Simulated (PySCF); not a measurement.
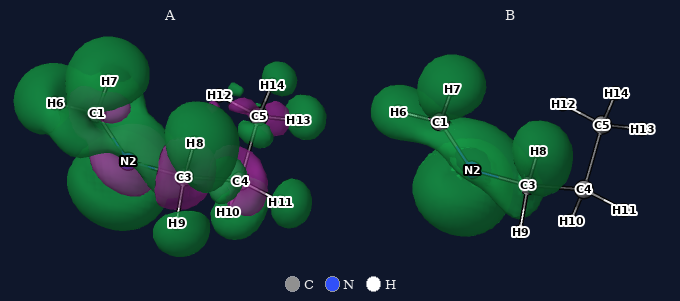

Figure. C$_{4}$H$_{9}$N, SMILES `C=NCCC`. The Fukui function f⁻ from two separate SCF calculations and the density of the HOMO, at ±0.015 e/Å³ (green positive, purple negative).

Method: BP86/def2-SVPD; geometry: GFN2-xTB; program: PySCF. No frequency check shows the geometry to be a minimum.

Geometry (Å), atoms numbered from 1:

```
C1       1.9529    0.5626   -0.0707
N2       1.1342   -0.2192    0.4573
C3       0.1400   -0.8768   -0.3349
C4      -1.2559   -0.5402    0.1982
C5      -1.6257    0.9149   -0.0600
H6       2.6870    1.0456    0.5578
H7       1.9877    0.7951   -1.1430
H8       0.2112   -0.6161   -1.4049
H9       0.3110   -1.9522   -0.2223
H10     -1.2705   -0.7384    1.2706
H11     -1.9822   -1.1971   -0.2843
H12     -0.9110    1.5767    0.4241
H13     -2.6165    1.1308    0.3324
H14     -1.6248    1.1270   -1.1276
```

**Which panel is which, and how good is the frozen-orbital picture?**

A is f⁻ (it has negative regions), B the HOMO density. The HOMO lies on N2 (60 %), C1 (11 %) and C3 (9 %); f⁻ (Hirshfeld-condensed) is largest on N2 (0.26); the vertical ionisation energy is 9.40 eV (the stability of the cation's solution wasn't checked). Relaxation shifts 37 % of the electron between atoms. The orbital energy is −5.86 eV.
